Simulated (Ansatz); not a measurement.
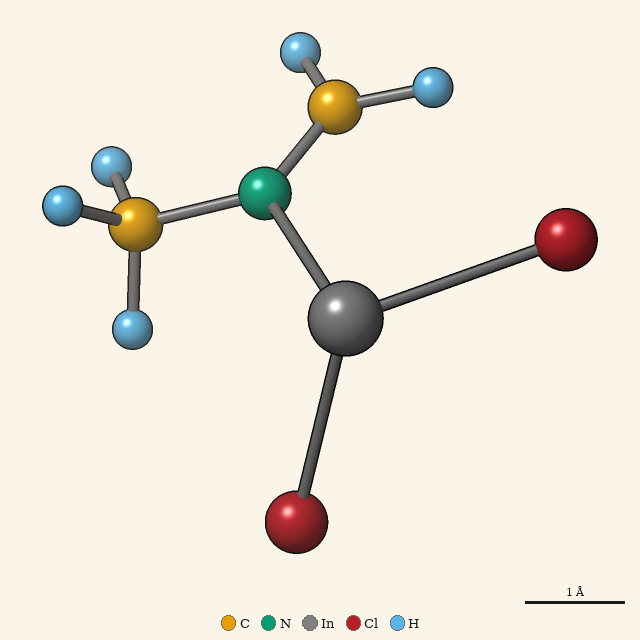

Ball-and-stick drawing of a structure.

The species is neutral and a spin doublet. The computed structure is the end point of a PBE0-D4/def2-TZVP optimisation.

Description:

The molecule is C₂H₅Cl₂InN. As SMILES it reads `[CH2][N](C)[In]([Cl])[Cl]`. This geometry has C1 symmetry. It is an open-shell species. Coordination: 1 C trigonal planar; 1 N trigonal planar; 1 C tetrahedral; 1 In trigonal pyramidal.

The parts below concern this one geometry. Atoms keep their numbers from picture to picture.

Electronic properties

Level of theory: UKS SPW92 (LDA)/def2-TZVPP, core potentials on In (Ansatz 0.2.0).

Question: What is the ⟨S²⟩ of the determinant?

Answer: 0.751.

Question: What is the HOMO energy (Kohn–Sham orbital)?

Answer: −5.13 eV.

Vibrations

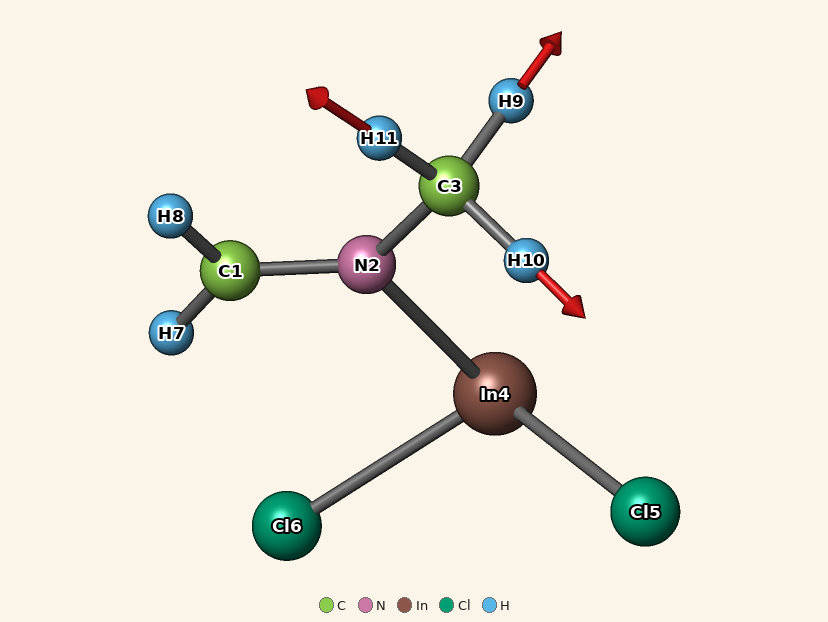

The arrows show one normal mode. Harmonic vibrations computed with UKS PBE0-D4/def2-TZVP, core potentials on In (Ansatz 0.2.0) at a stationary point of the same level.

Question: What kind of motion is it?

Answer: Mostly in-phase stretching of 3 C–H bonds.

Question: At what wavenumber does it lie?

Answer: 3042 cm⁻¹; it is mode 23 of 27 counted from the lowest.

Charges

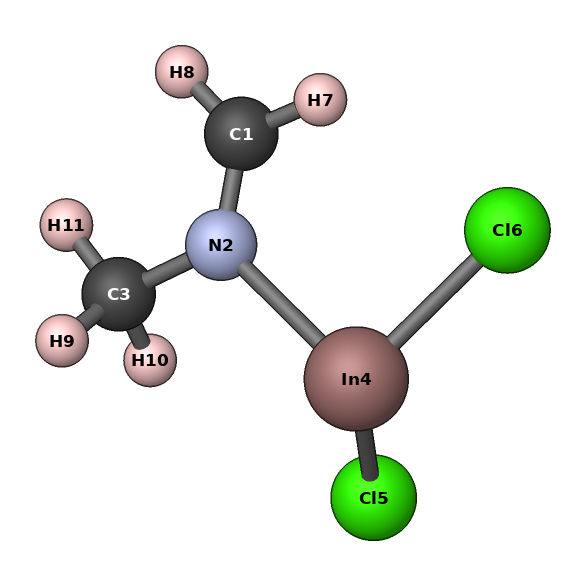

The questions are on Mulliken charges. Properties computed with UKS r2SCAN-D4/def2-TZVPP, core potentials on In (Ansatz 0.2.0).

Question: Which atom carries the highest charge (most positive or least negative)?

Answer: In4 (0.63 e).

Question: And the lowest?

Answer: Cl6 (−0.44 e).

Give the Mulliken charges atom by atom.

| atom | value (e) |
| --- | --- |
| C1 | 0.07 |
| N2 | −0.22 |
| C3 | −0.04 |
| In4 | 0.63 |
| Cl5 | −0.43 |
| Cl6 | −0.44 |
| H7 | 0.11 |
| H8 | 0.08 |
| H9 | 0.09 |
| H10 | 0.11 |
| H11 | 0.05 |

Dipole moment

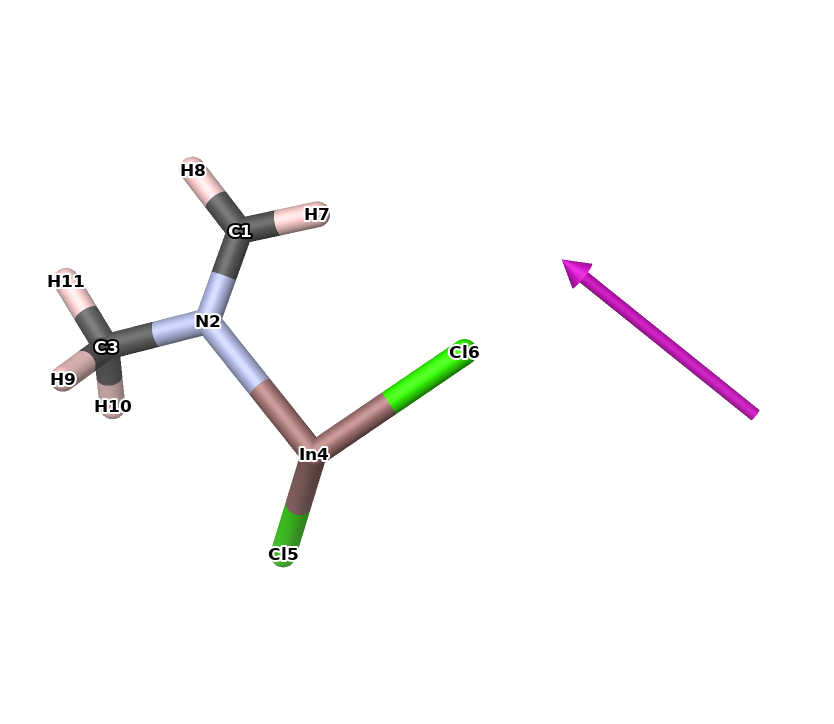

The arrow beside the molecule shows the direction of the dipole moment, from the negative to the positive end (its length means nothing). Method: UKS PBE0-D4/def2-TZVP, core potentials on In (Ansatz 0.2.0).

Question: How large is the dipole moment?

Answer: 6.41 D; it points from the side of Cl5, Cl6 to the side of H11 (the outermost atoms at the two ends).

Mulliken values depend strongly on the basis set and can even reverse the polarity of a bond.
